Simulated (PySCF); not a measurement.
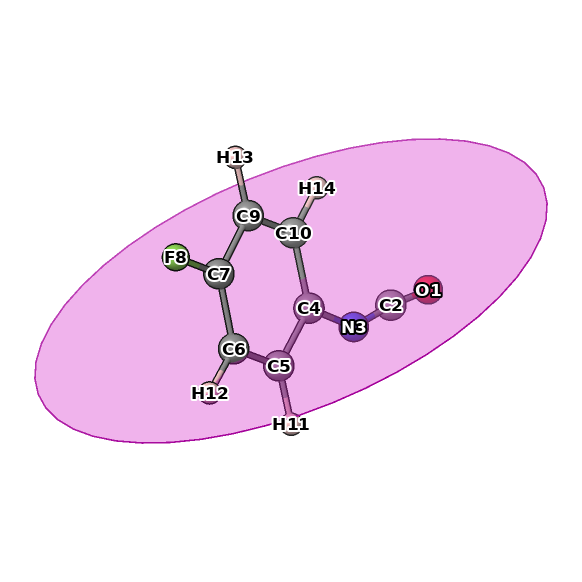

A disc through the centre of mass is drawn in. Depth is shown by fading: the farther an atom, the more it takes the colour of the background. The computed structure is the end point of a PBE0-D3(BJ)/def2-SVP optimisation. No frequency run is at hand to confirm it as a minimum.

> Is the plane of the disc a mirror plane of the structure?

No. The point group is Cs, with 1 mirror plane, and this plane isn't one of its mirror planes.
